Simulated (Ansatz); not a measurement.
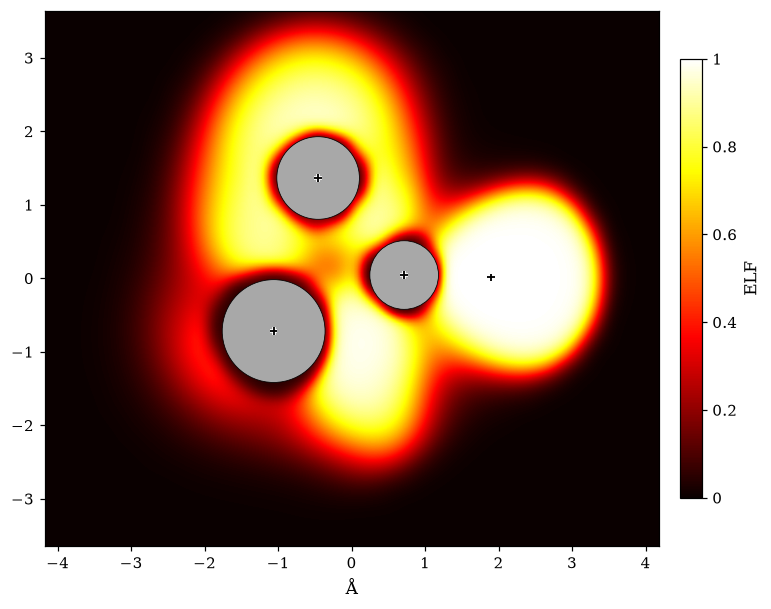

The electron localisation function on a plane through atoms (crosses mark nuclei in the plane; grey discs cover the cores).

These are results of isolated molecule in a Gaussian basis; Kohn-Sham density functional theory, functional PBE0 in Ansatz, not measurements.

Candidates:
A. C$_{2}$H$_{2}$Ga (SMILES [CH-]=[C-][GaH+]) (charge −1)
B. BH$_{3}$SSi (SMILES B1[SiH2]S1)
C. C$_{2}$H$_{5}$BrSi (SMILES C=C[SiH2]Br)

**Which system is this?**

Candidate B: BH$_{3}$SSi on the plane of atoms S2, B1 and Si3, which holds B, S, Si and H. B–S (1.76 Å): the ELF peaks at about 0.85 between the atoms; localised, covalent bonding. Si–B (1.93 Å): the ELF peaks at about 0.90 between the atoms: localised, covalent bonding.
